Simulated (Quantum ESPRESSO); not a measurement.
# Voltage at the next charge: Os(0001), 4 layers, one monolayer of H on top sites against an electrode

Method. Quantum ESPRESSO 7.5, PBE, GBRV ultrasoft; ESM with bc3, a metal electrode 7.06 Å above the top atoms; cell area 6.502 Å²; ions fixed. V is the potential energy of an electron at the electrode over the slab's Fermi level, divided by e, so that it equals the work function at zero charge; positive charge removes electrons.

```tsv
charge (e a cell)	V (V)
0	6.033
0.0098	7.883
0.0195	9.719
```

One more run was made and is withheld. What is V at a charge of 0.039 e, and what capacitance do the rows imply?

**Fit.** The last two rows give dV/dq = (9.719 − 7.883)/(0.0195 − 0.0098) = 189.3 V/e, so C = 1602/(6.502 × 189.3) = 1.30 µF/cm², an effective gap of 8.854/1.30 = 6.80 Å. At constant C, V = 9.719 + 189.3 × 0.0195 = 13.41 V.

What the calculation gave: V = 13.421 V; the estimate misses by −0.01 V, 0.3 % of the step. Over the three intervals C goes 1.30, 1.30 and 1.30 µF/cm².

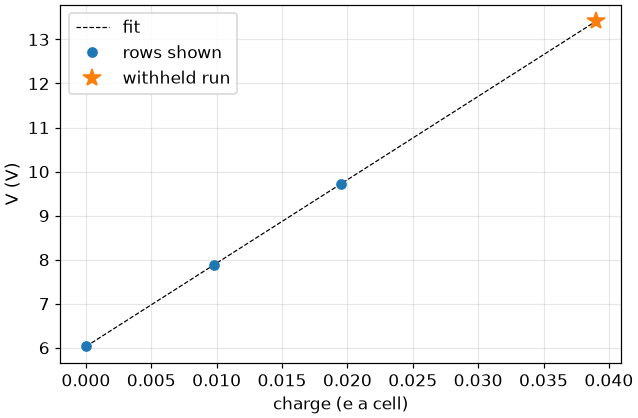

The rows shown, the fit and the withheld run.

**Limits.** Vacuum fills the gap; a dielectric or electrolyte would change C. The slab is thin.

[Logs are printed without paths, hosts, clocks, repeated set-up lines and the standing remarks that a program may print on its own settings, such as how far it seeks lower states.]
